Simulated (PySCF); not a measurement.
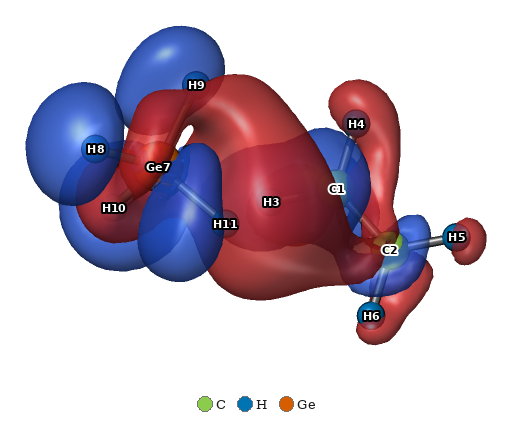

Figure. C2H8Ge, SMILES `C=C.[GeH4]`. Density of the complex less the densities of the two fragments at the same geometry, ±0.0003 e/Å³ (blue: gain, red: loss). Fragment A: H4C2 (atoms 1–6); fragment B: GeH4.

Level of theory: CAM-B3LYP/def2-SVPD (PySCF), at a geometry from GFN2-xTB. GFN2-xTB bond lengths at metals and heavier atoms can be off by up to 0.1 Å and shapes distorted, which carries into these values.

> How is the density rearranged on binding?

Hirshfeld charges show almost no net transfer (under 0.005 e). 0.02 e is displaced in all, which induces a dipole of 0.15 D.

> What is the interaction energy, and which contacts carry it?

The counterpoise-corrected interaction energy of the frozen fragments is +0.5 kcal/mol without dispersion correction and −0.7 kcal/mol with D3(BJ). The pair geometry is semi-empirical, not a minimum at this level. Contacts: H3···Ge7, 3.08 Å, ρ = 0.005 a.u. The pose is a local one from a semi-empirical search, not shown to be the most stable.

Cost of the run: 43 s on 1 thread of Arm Neoverse V1 (shared host), peak memory 0.71 GiB.
